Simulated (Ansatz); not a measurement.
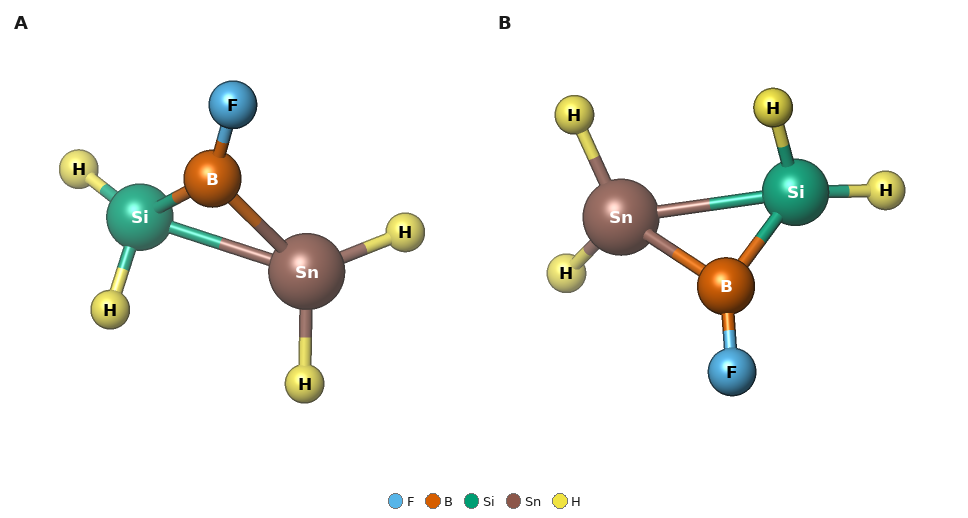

Depth is shown by fading: the farther an atom, the more it takes the colour of the background. The computed structure is the end point of a PBE0-D4/def2-TZVP optimisation.

**Can A be turned into B by a rotation alone?**

Yes. They are the same structure, BFH4SiSn (F[B]1[SiH2][SnH2]1), seen from two directions: a rotation takes one into the other. The geometry is chiral (C1), so its mirror image would differ.
